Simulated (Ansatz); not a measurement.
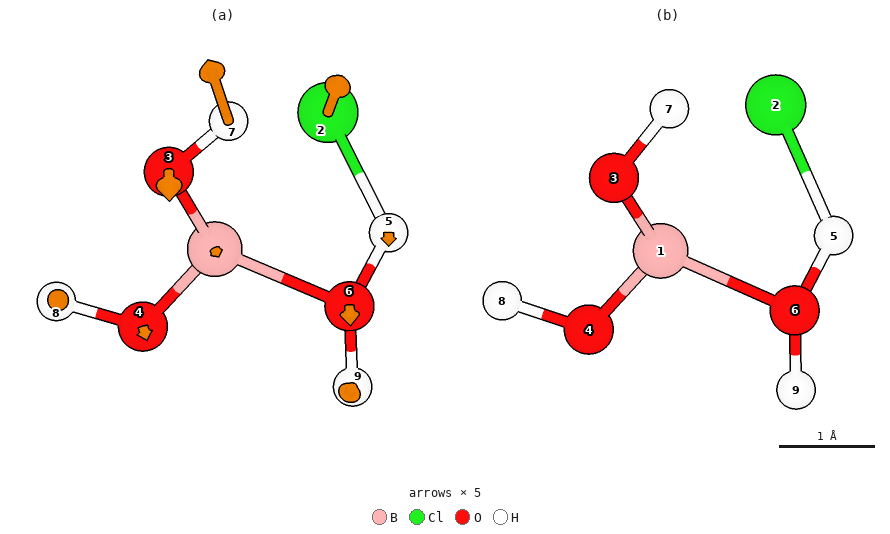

The structure of BH$_{4}$O$_{3}$Cl before (left) and after (right) a constrained relaxation, at one scale. The orange arrows give the displacements, magnified 5 times.

Style: ball-and-stick. Shown at a tilt.

The reaction that was planned forms B1–O6, Cl2–H5 and breaks B1–Cl2, H5–O6 (atoms numbered from 1 in input order).

Level of theory: Ansatz 0.2.0, RKS PBE0-D4/def2-SVP. Settings: held fixed: the distance between atoms 1 (B) and 6 (O), the distance between atoms 2 (Cl) and 5 (H), the distance between atoms 1 (B) and 2 (Cl), the distance between atoms 5 (H) and 6 (O), counting from 1; force threshold 0.04 eV/Å; at most 150 steps.

Question: What changed between the two?

Answer: The energy falls by 1.09 kcal/mol in 6 geometry steps. The largest force component goes from 0.63 to 0.012 eV/Å. The largest move after the best rigid fit is that of H7, 0.23 Å. By element the largest moves are H 0.23 Å, Cl 0.16 Å, O 0.09 Å, B 0.02 Å. Near-neighbour distances that change, for instance: B1–O3 1.339 → 1.353 Å, B1–O4 1.345 → 1.354 Å, O3–H7 0.956 → 0.962 Å, O6–H9 0.966 → 0.970 Å. Among the angles between lasting bonds that change: B1–O3–H7 117.3° → 113.0°, B1–O4–H8 115.9° → 112.1°. Groups turn about B1–O3 by about 20°.
